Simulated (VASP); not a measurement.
Data:

```xyz
2
Lattice="1.3489 0.7788 3.8623 -1.3489 0.7788 3.8623 0.0000 -1.5576 3.8623" Properties=species:S:1:pos:R:3 pbc="T T T"
Al     0.0000     0.0000     0.0000
Ni     0.0000     0.0000     5.7935
```

Calculation: PBEsol GGA, VASP's PBE PAW potentials (set 64) (plane waves; VASP). Settings: 400 eV cut-off, 18×18×18 Γ-centred mesh, tetrahedra with Blöchl corrections, potentials Al Ni.

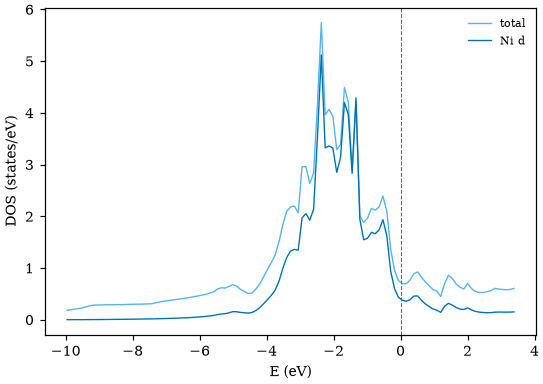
Fig. 1. Total and projected density of states, zero at the Fermi level

Within 2 eV below the Fermi level the largest weight inside VASP's projection spheres is Ni d.

It has no gap at this level: it comes out as a metal or semimetal.

The structure was generated: AlNi was put into the CuPt type (R-3m), which need not be its known phase. It was relaxed first, which changed the volume by -8 %. The run is not spin-polarised, so no magnetic state was tried. The electron count is odd and the run is not spin-polarised, which forces a metal.
